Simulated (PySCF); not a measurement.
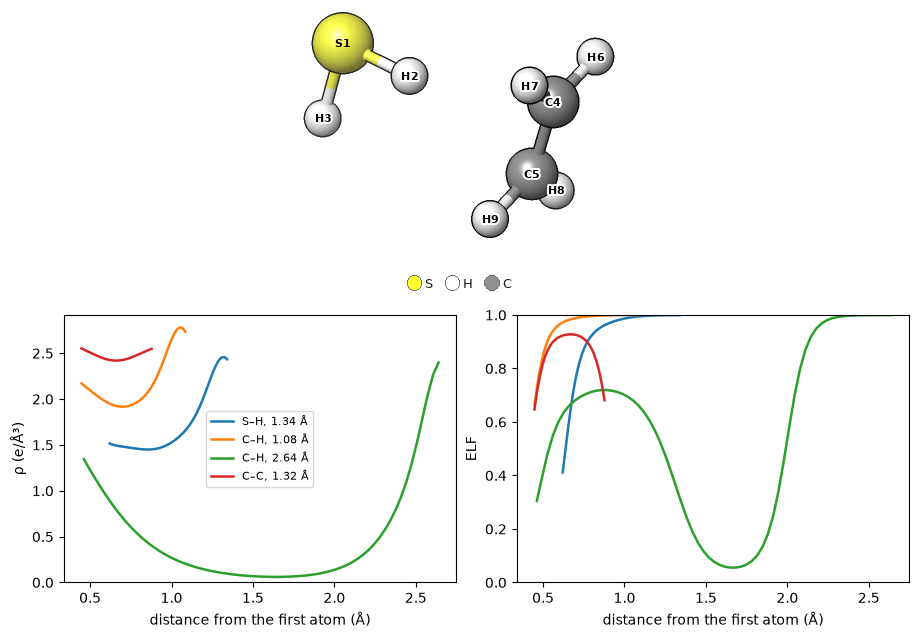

Figure. H₂S···C₂H₄. Electron density and electron localisation function along straight lines between neighbouring atoms. The curves leave out the atomic cores. The structure is drawn too.

Geometry: PBE0-D3(BJ)/def2-TZVPD.

Computed with PySCF, wB97M-D3(BJ)/def2-TZVPD, SCF density, gas phase.

The calculation's input:

```
{"job": {"kind": "inter", "xc": "wB97M-D3(BJ)", "basis": "def2-TZVPD", "pairs": false}, "charge": 0, "multiplicity": 1, "parts": [{"atoms": "0-2", "charge": 0, "multiplicity": 1}, {"atoms": "3-8", "charge": 0, "multiplicity": 1}]}
S     -0.045268     0.734690     0.132802
H      1.097217     0.047493    -0.049324
H     -0.796257    -0.368980    -0.001390
C      3.708114    -0.744319    -0.417445
C      2.913859    -1.791037    -0.584370
H      3.980465    -0.098006    -1.244854
H      4.117715    -0.492639     0.554889
H      2.502752    -2.045272    -1.555454
H      2.644239    -2.435448     0.245429
```

Launched as:

```sh
OMP_NUM_THREADS=1 python cluster_run.py task.json out
```

### What can be read from the curves?

S–H (1.34 Å): the density is about 1.5 e/Å³ at the midpoint; the ELF climbs to about 1 towards the hydrogen, as it does in any bond to H.
C–H (1.08 Å): ρ at the midpoint is about 2 e/Å³; the ELF climbs to about 1 towards the hydrogen; an ordinary covalent bond to hydrogen.
C5···H2 (2.64 Å): the density falls to about 0.06 e/Å³ on the way; the ELF dips to about 0.05 between them; a weak contact between the two molecules.
C–C (1.32 Å): the density is about 2.4 e/Å³ at the midpoint; the ELF peaks at about 0.95 between the atoms: a short, multiple covalent bond.
